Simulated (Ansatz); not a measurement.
## Electronic structure of CH6NPSi in real space

Input file:

```
crystal:
  periodic: [false, false, false]
  atoms:
    - {symbol: C, position_ang: [-0.607815, 1.776341, 0.451081]}
    - {symbol: N, position_ang: [0.431556, 1.573562, -0.233779]}
    - {symbol: P, position_ang: [1.446145, 0.199723, -0.052960]}
    - {symbol: Si, position_ang: [0.021583, -1.561031, -0.069694]}
    - {symbol: H, position_ang: [-1.034345, 1.062945, 1.169540]}
    - {symbol: H, position_ang: [-1.138697, 2.723585, 0.337326]}
    - {symbol: H, position_ang: [1.802233, 0.062359, -1.417972]}
    - {symbol: H, position_ang: [-0.602007, -1.720484, 1.270549]}
    - {symbol: H, position_ang: [-1.059556, -1.392950, -1.077542]}
    - {symbol: H, position_ang: [0.824103, -2.775050, -0.373848]}
basis:
  gaussian: {orbitals: def2-TZVPP}
hamiltonian: {xc: pbe0, dispersion: d4}
output: {orbitals: {seedname: orbitals}}
```

Run with:

```sh
ansatz run in.yaml --threads 2 --pin off --events-out ev --progress --plain --max-ram 4352MiB
```

Geometry: PBE0-D4/def2-TZVP.

The calculation used RKS PBE0-D4/def2-TZVPP (Ansatz 0.2.0).

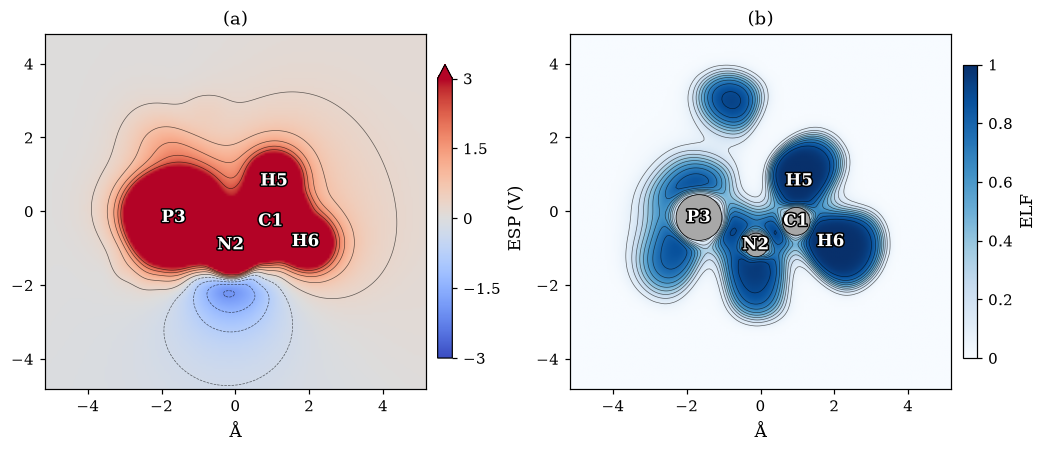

Figure 1. (a) molecular electrostatic potential; (b) electron localisation function on the plane of atoms C1, N2 and P3. Grey discs cover the atomic cores in the ELF map.

Read the bonding off the picture.

The plane passes through C, N, P and H nuclei. C–N (1.26 Å): the ELF peaks at about 0.90 between the atoms: a multiple bond. P–N (1.72 Å): the ELF peaks at about 0.90 between the atoms, as expected for a shared but strongly polarised pair. C–H (1.09 Å): the ELF climbs to about 1 towards the hydrogen, as it does in any bond to H; a covalent bond by its length. The ELF also peaks beside N2, away from the bonds: lone-pair regions. Outside the dense part of the molecule the potential is most negative (−2.0 V) near N2.

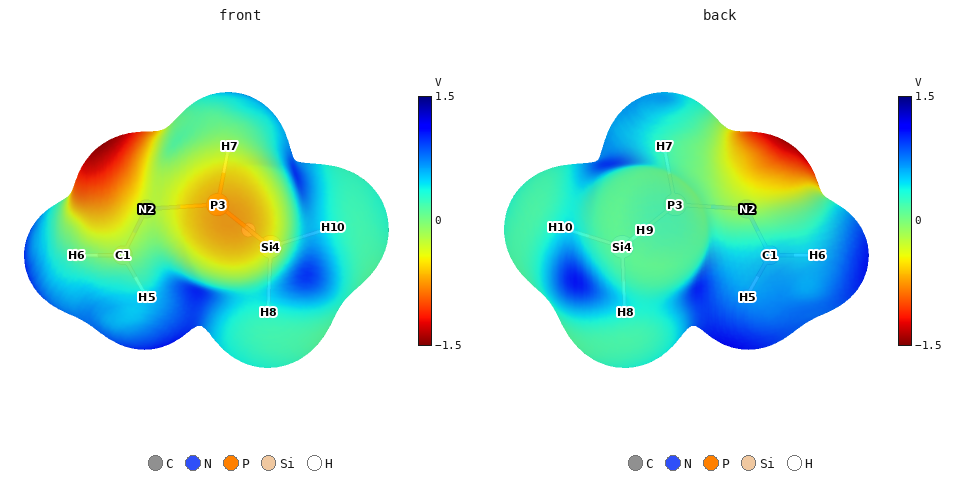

Figure 2. The electrostatic potential painted on the density surface at 0.002 e/bohr³, seen from the front and from behind; the colour scale runs from red (negative) to blue (positive).

Where is the surface potential most negative and most positive?

The most negative region (about −1.4 V) lies over N2, the most positive (about +1.1 V) over Si4, H5 and H6. N2 is the likeliest acceptor of a hydrogen bond.

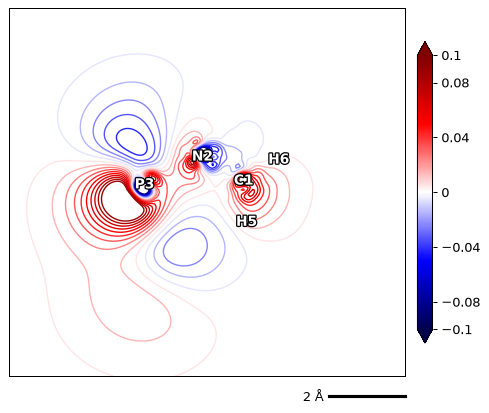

Figure 3. The LUMO on the plane of atoms N2, C1 and H5 (values in Å⁻³ᐟ²; the overall sign is arbitrary).

Where does this orbital lie, and at what energy?

It lies mainly on C1 (about 35 %), N2 (about 30 %), P3 (about 10 %) and Si4 (about 10 %); π-antibonding (π*) across C1–N2. Its energy is −1.06 eV.

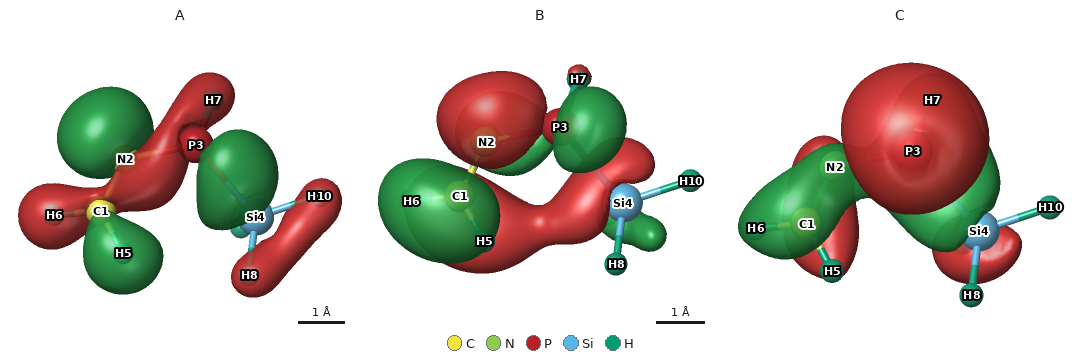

Figure 4. Three frontier orbitals at ±0.08 Å⁻³ᐟ² (green and red are the two phases), in no order.

Order the three orbitals by energy and name them.

A is the HOMO−1 (−7.36 eV). By Hirshfeld shares it lies mainly on N2 (about 50 %), P3 (about 15 %), C1 (about 10 %), Si4 (about 10 %) and H5 (about 5 %). C is the HOMO (−7.06 eV). It lies mainly on P3 (about 60 %), C1 (about 10 %), Si4 (about 10 %) and N2 (about 10 %). B is the LUMO (−1.06 eV). By Hirshfeld shares it lies mainly on C1 (about 35 %), N2 (about 30 %), P3 (about 10 %) and Si4 (about 10 %); π-antibonding (π*) across C1–N2.

What is the HOMO–LUMO gap?

6.00 eV between the orbital energies.
